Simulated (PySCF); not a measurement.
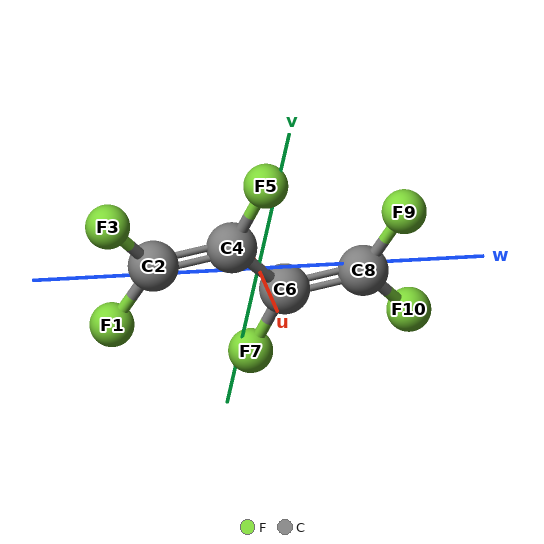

The lines u, v and w are the principal axes of the static dipole polarisability. The computed structure is the end point of a GFN2-xTB optimisation. No frequency run is at hand to confirm it as a minimum. Level of theory: PBE0/def2-SVPD (PySCF 2.14.0).

Along which axis is the molecule most polarisable, and along which least?

Most along w (in the molecular plane, at 21° to the long direction F3···F10), least along u (normal to the molecular plane).

Give the three principal values.

u 34.4, v 50.3, w 90.7 bohr³; mean 58.5, anisotropy 50.3 bohr³.
